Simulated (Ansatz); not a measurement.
# [NH2]− (SMILES [NH2-]): PBE/aug-cc-pVTZ

What is the energy change on altering one bond length of [NH2]− at PBE/aug-cc-pVTZ? 

The calculation is run with Ansatz 0.2.0.

## Step 1: Starting point

[NH2]−: 3 atoms, total charge -1, spin state singlet. SMILES: `[NH2-]`. Geometry: relaxed at PBE0-D4/def2-TZVPD.

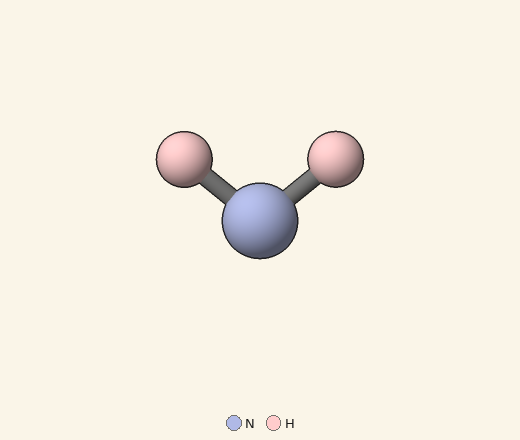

The structure, seen from a chosen angle (nitrogen light blue, hydrogen pink).

## Step 2: The energy at PBE/aug-cc-pVTZ

The input, in.yaml:

```yaml
crystal:
  periodic: [false, false, false]
  atoms:
    - {symbol: N, position_ang: [0.342200, -0.203000, 0.168700]}
    - {symbol: H, position_ang: [0.125500, 0.801200, 0.156000]}
    - {symbol: H, position_ang: [-0.467700, -0.598200, -0.324700]}
basis:
  gaussian:
    orbitals: aug-cc-pVTZ
total_charge: -1
hamiltonian:
  xc: {name: PBE}
accuracy: high
output: {orbitals: {seedname: orbitals}}
```

Launch:

```bash
$ ansatz run in.yaml --threads 1 --pin off --max-ram 3480MiB --events-out events.jsonl --progress --plain --runs-dir runs
```

The program printed:

```text
Warning: RAYON_NUM_THREADS=1 ignored (pool sized by the plan → 1); use --threads N
Functional definition: PBE
  name "PBE"
  parameter kappa = 0.804
  parameter beta = 0.06672455060314922
  exchange = pbe_x(kappa = kappa, mu = beta*pi^2/3)
  correlation = pbe_c(beta = beta)
1355 factors; integrals over basis functions are off by at most 2.9e-9 eV
mean field evaluation 1: about -1520.0328 eV, gradient 3.6e0 eV
mean field evaluation 2: about -1520.0261 eV, gradient 3.5e0 eV
mean field evaluation 4: about -1520.0606 eV, gradient 1.2e-1 eV
mean field evaluation 8: about -1520.0604 eV, gradient 2.9e-3 eV
mean field evaluation 16: about -1520.0604 eV, gradient 3.9e-8 eV
mean field evaluation 32: about -1512.9310 eV, gradient 9.1e0 eV
mean field -1520.06044312 eV, -55.8611909506 hartree, gradient 4.9e-8 eV, S^2 0.000000; 3 other end points of the search recorded, 0 dependent functions left out
reference -1520.06044602 eV, -55.8611910572 hartree; 5, 5 occupied and 87, 87 virtual orbitals, 1355 factors
Total energy: -1520.06044602 eV, -55.8611910572 hartree
```

Wall time 3.6 s (1 thread of Arm Neoverse V1, shared host); peak memory 0.16 GiB.

## Step 3: The distorted shape at the same level

The input, job.yaml:

```yaml
crystal:
  periodic: [false, false, false]
  atoms:
    - {symbol: "N", position_ang: [0.374704, -0.353627, 0.170605]}
    - {symbol: H, position_ang: [0.125500, 0.801200, 0.156000]}
    - {symbol: H, position_ang: [-0.435196, -0.748827, -0.322795]}
basis:
  gaussian:
    orbitals: aug-cc-pVTZ
total_charge: -1
hamiltonian:
  xc: pbe
accuracy: high
output:
  orbitals: {seedname: orbitals}
```

Launch:

```bash
$ ansatz run job.yaml --threads 1 --pin off --max-ram 3480MiB --events-out events.jsonl --progress --plain --runs-dir runs
```

The program printed, cut to the lines that bear on the results:

```text
Warning: RAYON_NUM_THREADS=1 ignored (pool sized by the plan → 1); use --threads N
[... 6 set-up lines as earlier in the session ...]
1374 factors; integrals over basis functions are off by at most 3.5e-9 eV
mean field evaluation 1: about -1519.6070 eV, gradient 1.0e1 eV
mean field evaluation 2: about -1518.3528 eV, gradient 2.6e1 eV
mean field evaluation 4: about -1519.7795 eV, gradient 2.0e-1 eV
mean field evaluation 8: about -1519.7784 eV, gradient 1.6e-2 eV
mean field evaluation 16: about -1519.7784 eV, gradient 7.5e-7 eV
mean field evaluation 32: about -1511.8571 eV, gradient 2.9e-3 eV
mean field evaluation 64: about -1519.7784 eV, gradient 6.7e-9 eV
mean field -1519.77840991 eV, -55.8508264214 hartree, gradient 6.7e-9 eV, S^2 0.000000; 4 other end points of the search recorded, 0 dependent functions left out
reference -1519.77841301 eV, -55.8508265354 hartree; 5, 5 occupied and 87, 87 virtual orbitals, 1374 factors
Total energy: -1519.77841301 eV, -55.8508265354 hartree
```

It took 4.5 s on 1 thread of Arm Neoverse V1, shared host; peak memory 0.16 GiB.

## Step 4: Results

At PBE/aug-cc-pVTZ:

| quantity | value |
| --- | --- |
| first shape: total energy | -55.86119 Eh |
| first shape: HOMO energy | 2.57 eV |
| first shape: LUMO energy | 3.35 eV |
| first shape: HOMO–LUMO gap (to an unbound level, set by the basis) | 0.77 eV |
| distorted shape: total energy | -55.85083 Eh |
| distorted shape: HOMO energy | 2.53 eV |
| distorted shape: LUMO energy | 3.32 eV |
| distorted shape: HOMO–LUMO gap (to an unbound level, set by the basis) | 0.79 eV |
| energy change with the N1–H2 bond stretched from 1.027 to 1.181 Å | 0.282 eV |

With the N1–H2 bond stretched from 1.027 to 1.181 Å the energy rises by 0.28 eV (27.2 kJ/mol). The first shape isn't relaxed at this level, so the change isn't measured from a minimum. The HOMO (first shape) lies at positive energy, 2.57 eV, as semi-local functionals often give for anions; only total energies tell whether the electron is bound. The HOMO (distorted shape) lies at positive energy, 2.53 eV, as semi-local functionals often give for anions; only total energies tell whether the electron is bound.
